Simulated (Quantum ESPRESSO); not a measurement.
## BaLiF3 (Pm-3m): third-order response

Which lines does BaLiF3 (Pm-3m) show in Raman and infrared spectra?

Main program and level: Quantum ESPRESSO 8.0 development, patched; DFT LDA, scalar-relativistic, plane waves, PseudoDojo norm-conserving pseudopotentials.

## Step 1: Starting point

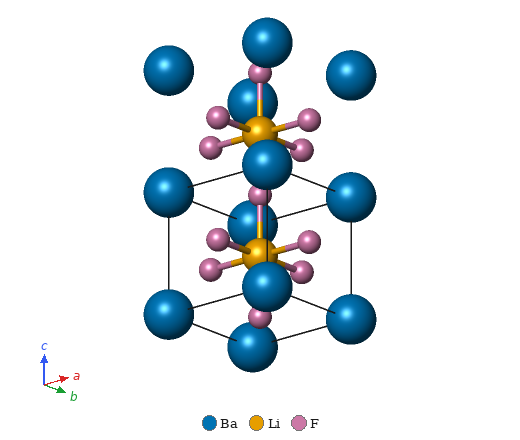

The cell as given, from a free direction (barium blue, lithium orange, fluorine pink). 1×1×2 cells are drawn. Some periodic images of atoms are drawn too.

## Step 2: A first look

A cheap run with smearing and empty bands tells whether the crystal has a gap, which decides between fixed occupations and smearing later on.

probe.in reads:

```
 &control
    calculation='scf',
    prefix='x',
    outdir='./tmp',
    pseudo_dir='./pseudo',
    tprnfor=.true.,
    tstress=.true.,
    verbosity='high',
 /
 &system
    ibrav=0,
    nat=5,
    ntyp=3,
    ecutwfc=84.0,
    occupations='smearing',
    smearing='gaussian',
    degauss=0.01,
 /
 &electrons
    conv_thr=1.0d-07,
    mixing_beta=0.7,
    electron_maxstep=100,
 /
ATOMIC_SPECIES
 Ba    137.3270  Ba.upf
 Li      6.9400  Li.upf
 F      18.9984  F.upf
CELL_PARAMETERS angstrom
     3.988581640    0.000000000    0.000000000
     0.000000000    3.988581640    0.000000000
     0.000000000    0.000000000    3.988581640
ATOMIC_POSITIONS crystal
 Ba     0.000000000   0.000000000   0.000000000
 Li     0.500000000   0.500000000   0.500000000
 F      0.000000000   0.500000000   0.500000000
 F      0.500000000   0.500000000   0.000000000
 F      0.500000000   0.000000000   0.500000000
K_POINTS automatic
 4 4 4 0 0 0
```

On the command line:

```sh
$ OMP_NUM_THREADS=1 mpirun -n 4 pw.x -nk 4 -in probe.in > probe.out
```

Planned after this: relaxation; self-consistent run for the response; zone-centre response; zone-centre analysis; sum rules set otherwise: a sum rule for molecules or wires on a crystal; modes along a direction of q (1 0 0). Settings of the main run: cutoff 84 Ry, 8×8×8 k-mesh, fixed occupations, response threshold 1.00e-18, field response on, Raman on, q point (0, 0, 0).

Before running: what should come out for the lowest optical zone-centre mode and highest mode moved by the LO-TO term?

No mode is Raman active in this structure; the strongest infrared line lies at 152 cm⁻¹. At the LDA level the optical modes of BaLiF3 (Pm-3m) at the zone centre (no LO-TO term) run from 152 to 405 cm⁻¹. Along the directions run, the highest mode that the macroscopic field moves lies at 516 cm⁻¹.

- volume per atom: 11.8 Å³
- gap on the k-mesh: 6.65 eV
- highest optical zone-centre mode (no LO-TO term): 404.9 cm⁻¹
- lowest optical zone-centre mode: 152.2 cm⁻¹
- highest mode moved by the LO-TO term: 516.1 cm⁻¹
- mean high-frequency dielectric constant: 2.72
- largest Born charge in size (third of the trace): 2.78 e
- mean static dielectric constant: 12.2
- imaginary optical modes at the zone centre (no q mesh in this session): none

Lattice motion raises the mean dielectric constant from 2.717 to 12.20. Of the 12 optical modes, 9 are infrared active alone and 3 are silent. These are harmonic frequencies at zero temperature: anharmonic shifts and linewidths and thermal expansion are left out. Spin-orbit coupling is left out, which can matter for the heavy elements here. The build is a development version in which the Raman tensors of release 7.5 are mended; dynmat.x leaves out the electro-optic term of LO lines. The structure comes from a database and need not be the phase that is stable at ambient conditions.

[Host names and launcher messages were left out of these logs when they were recorded.]

[Logs are printed without paths, hosts, clocks, repeated set-up lines and the standing remarks that a program may print on its own settings, such as how far it seeks lower states.]

[Hosts, paths, dates, database ids (printed as entryN), source tags and the programs' standing remarks are cut or masked in the printed files.]
